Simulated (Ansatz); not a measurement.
**AsH2 (SMILES [AsH2]): methods side by side**

AsH2 has 3 atoms, charge 0, and is taken as a doublet. SMILES: `[AsH2]`. Geometry: optimised at r2SCAN/def2-SVP.

```xyz
3

As   -0.5753    0.3286   -0.2757
H     0.6812    0.7946    0.4594
H    -0.1059   -1.1231   -0.1837
```

Quantity: the adiabatic electron affinity (to the singlet anion, shapes relaxed at r2SCAN/def2-SVP, no zero-point term), in eV. The values are calculated.

The electron affinity is E(neutral) − E(anion): positive where the electron is bound.

```json
{"level": "UHF/def2-TZVPP", "kind": "Hartree–Fock", "program": "Ansatz", "value (eV)": "-0.19"}
{"level": "USVWN5/def2-TZVPP", "kind": "LDA", "program": "Ansatz", "value (eV)": "1.07"}
{"level": "UBLYP/def2-TZVPP", "kind": "GGA", "program": "Ansatz", "value (eV)": "0.70"}
{"level": "U-r2SCAN/def2-TZVPP", "kind": "meta-GGA", "program": "Ansatz", "value (eV)": "0.82"}
{"level": "UPBE0-D4/def2-TZVPP", "kind": "global hybrid", "program": "Ansatz", "value (eV)": "0.83"}
{"level": "UB2PLYP/def2-TZVPP", "kind": "double hybrid", "program": "Ansatz", "value (eV)": "0.77"}
{"level": "RPA@PBE/def2-TZVPP", "kind": "RPA", "program": "Ansatz", "value (eV)": "0.93"}
{"level": "UMP2/def2-TZVPP", "kind": "perturbation theory", "program": "Ansatz", "value (eV)": "0.75"}
```

All-electron rows without a relativistic Hamiltonian named are non-relativistic. The values span -0.19 to 1.07 eV. In the correlated wave-function rows the outer d shell of As is correlated, in sets not made for it.

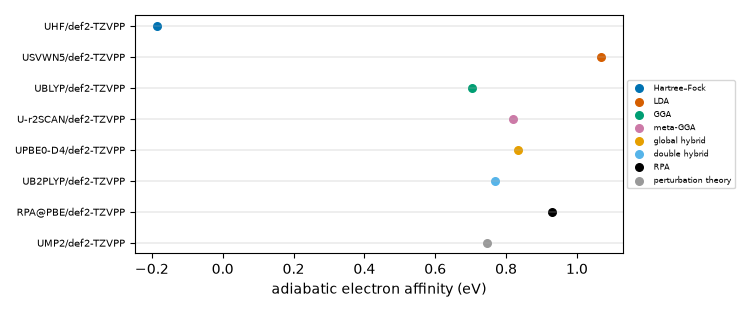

The values of the table, level by level.
